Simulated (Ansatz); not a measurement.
## Electronic structure of FH$_{5}$Si$_{2}$ (SMILES F[SiH2][SiH3]) in real space

| atom | x (Å) | y (Å) | z (Å) |
| --- | --- | --- | --- |
| F | 0.5967 | 0.5251 | 1.0191 |
| Si | -0.5924 | -0.6139 | 1.0231 |
| Si | -0.5030 | -1.8106 | 3.0455 |
| H | -0.3763 | -1.5243 | -0.1554 |
| H | -1.9152 | 0.0860 | 0.8653 |
| H | -1.5913 | -2.8528 | 3.0368 |
| H | -0.7185 | -0.8890 | 4.2148 |
| H | 0.8280 | -2.4954 | 3.1954 |

Geometry: PBE-D3(BJ)/def2-SVP.

Computed with Ansatz, isolated molecule in a Gaussian basis; Kohn-Sham density functional theory, functional PBE0.

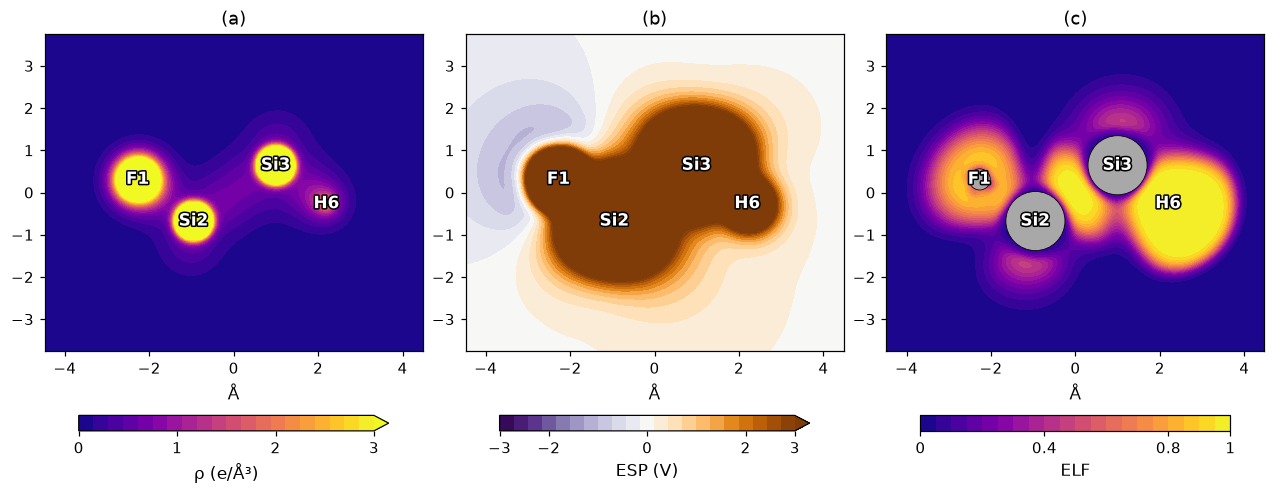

Figure 1. (a) total electron density; (b) molecular electrostatic potential; (c) electron localisation function on the plane of atoms Si2, Si3 and H6. Grey discs cover the atomic cores in the ELF map.

### Interpret the plot.

The section cuts through F, Si and H sites.
Si–F (1.65 Å): the density is about 1.1 e/Å³ at the midpoint; the ELF peaks at about 0.85 in the valence shell of F, 0.6 Å from its nucleus, and is about 0.55 at the midpoint.
Si–Si (2.35 Å): the density is about 0.64 e/Å³ at the midpoint; the ELF peaks at about 1 between the atoms, as expected for a covalent bond.
Si–H (1.51 Å): ρ at the midpoint is about 0.77 e/Å³; the ELF climbs to about 1 towards the hydrogen, as it does in any bond to H.
The ELF also peaks beside F1, away from the bonds: lone-pair regions.
Outside the dense part of the molecule the potential is most negative (−1.0 V) near F1.

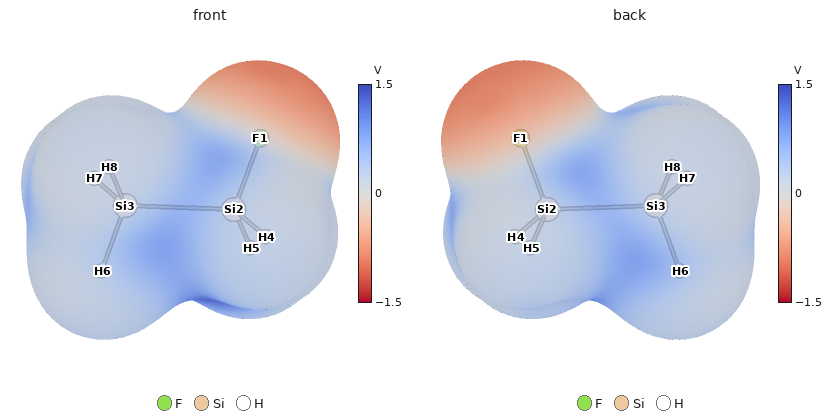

Figure 2. The electrostatic potential painted on the density surface at 0.001 e/bohr³, seen from the front and from behind; the colour scale runs from red (negative) to blue (positive).

### Which sites attract a positive test charge, and which a negative one?

A positive charge is drawn to the negative regions and a negative charge to the positive ones. The most negative region (about −0.9 V) lies over F1, the most positive (about +1.2 V) over Si2.

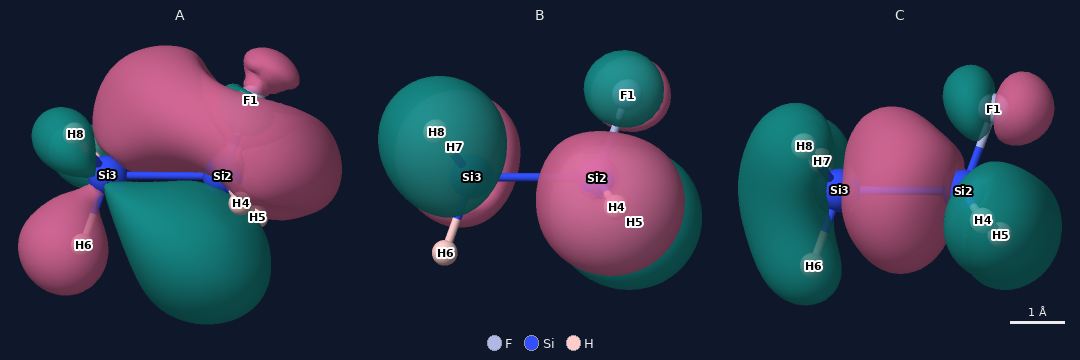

Figure 3. Three frontier orbitals at ±0.06 Å⁻³ᐟ² (teal and pink are the two phases), in no order.

### Which picture is the HOMO−1, the HOMO and the LUMO?

B is the HOMO−1 (−9.61 eV). By Hirshfeld shares it lies mainly on Si2 (about 25 %), H4 (about 20 %), H5 (about 20 %), Si3 (about 15 %), H8 (about 10 %) and H7 (about 10 %). C is the HOMO (−8.46 eV). It lies mainly on Si3 (about 35 %), Si2 (about 35 %), F1 (about 5 %), H4 (about 5 %) and H5 (about 5 %). A is the LUMO (−0.85 eV). Its weight (Hirshfeld) is mainly on Si2 (about 50 %), Si3 (about 20 %) and F1 (about 10 %).

### What is the HOMO–LUMO gap?

7.61 eV between the orbital energies.
